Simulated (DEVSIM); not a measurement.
System: Mo/SiO2/p-Si capacitor, at 400 K.

```tsv
layer (left to right)	material	thickness (nm)	Na (cm⁻³)
1	SiO2	19.0	-
2	Si	1500	1.5e17
```

Metal gate on the left, work function 4.6 eV. Fixed charge at the semiconductor interface 9.8e11 cm⁻² (in units of +e); interface traps 6.5e10 cm⁻² eV⁻¹, uniform in energy, neutral level at 0.3 of the gap above the valence band.

The device is made up for the run: typed textbook-type constants, with dimensions and the other settings drawn at random. Values at 300 K; Nc and Nv go as T^1.5, mobilities as T to minus their exponent, the gap by Varshni's rule with the affinity fixed.

| parameter | SiO2 | Si |
|---|---|---|
| gap (eV) | 9 | 1.124 |
| affinity (eV) | 0.9 | 4.05 |
| permittivity | 3.9 | 11.7 |
| Nc (cm⁻³) | - | 2.86e19 |
| Nv (cm⁻³) | - | 3.1e19 |
| Varshni α (eV/K) | - | 0.000473 |
| Varshni β (K) | - | 636 |

DEVSIM, 1D Poisson equation in equilibrium, Boltzmann statistics, complete ionisation; no quantum confinement or tunnelling. Metal contacts follow the ideal Schottky-Mott rule: no Fermi-level pinning, no interface dipoles.

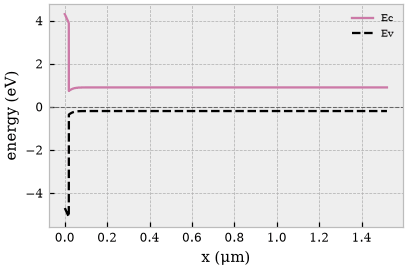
Fig. 1. Band edges at -0.6 V on the gate

Energies count from the Fermi level of the right contact; mesh points crowd at the junctions.

```json
[
 {"x (μm)": "0.000", "Ec (eV)": "4.300", "Ev (eV)": "-4.700", "n (cm⁻³)": "< 1e2", "p (cm⁻³)": "< 1e2", "field (V/cm)": "-220000"},
 {"x (μm)": "0.001300", "Ec (eV)": "4.271", "Ev (eV)": "-4.729", "n (cm⁻³)": "< 1e2", "p (cm⁻³)": "< 1e2", "field (V/cm)": "-220000"},
 {"x (μm)": "0.003873", "Ec (eV)": "4.215", "Ev (eV)": "-4.785", "n (cm⁻³)": "< 1e2", "p (cm⁻³)": "< 1e2", "field (V/cm)": "-220000"},
 {"x (μm)": "0.008966", "Ec (eV)": "4.103", "Ev (eV)": "-4.897", "n (cm⁻³)": "< 1e2", "p (cm⁻³)": "< 1e2", "field (V/cm)": "-220000"},
 {"x (μm)": "0.01561", "Ec (eV)": "3.957", "Ev (eV)": "-5.043", "n (cm⁻³)": "< 1e2", "p (cm⁻³)": "< 1e2", "field (V/cm)": "-220000"},
 {"x (μm)": "0.01794", "Ec (eV)": "3.906", "Ev (eV)": "-5.094", "n (cm⁻³)": "< 1e2", "p (cm⁻³)": "< 1e2", "field (V/cm)": "-220000"},
 {"x (μm)": "0.01912", "Ec (eV)": "0.734", "Ev (eV)": "-0.363", "n (cm⁻³)": "2.5e10", "p (cm⁻³)": "1.3e15", "field (V/cm)": "78000"},
 {"x (μm)": "0.02139", "Ec (eV)": "0.751", "Ev (eV)": "-0.346", "n (cm⁻³)": "1.5e10", "p (cm⁻³)": "2.1e15", "field (V/cm)": "72000"},
 {"x (μm)": "0.02557", "Ec (eV)": "0.779", "Ev (eV)": "-0.317", "n (cm⁻³)": "6.7e9", "p (cm⁻³)": "4.8e15", "field (V/cm)": "63000"},
 {"x (μm)": "0.03468", "Ec (eV)": "0.827", "Ev (eV)": "-0.269", "n (cm⁻³)": "1.7e9", "p (cm⁻³)": "1.9e16", "field (V/cm)": "43000"},
 {"x (μm)": "0.05453", "Ec (eV)": "0.880", "Ev (eV)": "-0.216", "n (cm⁻³)": "3.6e8", "p (cm⁻³)": "8.9e16", "field (V/cm)": "13000"},
 {"x (μm)": "0.1191", "Ec (eV)": "0.898", "Ev (eV)": "-0.199", "n (cm⁻³)": "2.2e8", "p (cm⁻³)": "1.5e17", "field (V/cm)": "81"},
 {"x (μm)": "0.2385", "Ec (eV)": "0.898", "Ev (eV)": "-0.199", "n (cm⁻³)": "2.1e8", "p (cm⁻³)": "1.5e17", "field (V/cm)": "≈ 0"},
 {"x (μm)": "0.4984", "Ec (eV)": "0.898", "Ev (eV)": "-0.199", "n (cm⁻³)": "2.1e8", "p (cm⁻³)": "1.5e17", "field (V/cm)": "≈ 0"},
 {"x (μm)": "1.098", "Ec (eV)": "0.898", "Ev (eV)": "-0.199", "n (cm⁻³)": "2.1e8", "p (cm⁻³)": "1.5e17", "field (V/cm)": "≈ 0"},
 {"x (μm)": "1.326", "Ec (eV)": "0.898", "Ev (eV)": "-0.199", "n (cm⁻³)": "2.1e8", "p (cm⁻³)": "1.5e17", "field (V/cm)": "≈ 0"},
 {"x (μm)": "1.428", "Ec (eV)": "0.898", "Ev (eV)": "-0.199", "n (cm⁻³)": "2.1e8", "p (cm⁻³)": "1.5e17", "field (V/cm)": "≈ 0"},
 {"x (μm)": "1.478", "Ec (eV)": "0.898", "Ev (eV)": "-0.199", "n (cm⁻³)": "2.1e8", "p (cm⁻³)": "1.5e17", "field (V/cm)": "≈ 0"},
 {"x (μm)": "1.505", "Ec (eV)": "0.898", "Ev (eV)": "-0.199", "n (cm⁻³)": "2.1e8", "p (cm⁻³)": "1.5e17", "field (V/cm)": "≈ 0"},
 {"x (μm)": "1.513", "Ec (eV)": "0.898", "Ev (eV)": "-0.199", "n (cm⁻³)": "2.1e8", "p (cm⁻³)": "1.5e17", "field (V/cm)": "≈ 0"},
 {"x (μm)": "1.517", "Ec (eV)": "0.898", "Ev (eV)": "-0.199", "n (cm⁻³)": "2.1e8", "p (cm⁻³)": "1.5e17", "field (V/cm)": "≈ 0"},
 {"x (μm)": "1.519", "Ec (eV)": "0.898", "Ev (eV)": "-0.199", "n (cm⁻³)": "2.1e8", "p (cm⁻³)": "1.5e17", "field (V/cm)": "≈ 0"}
]
```
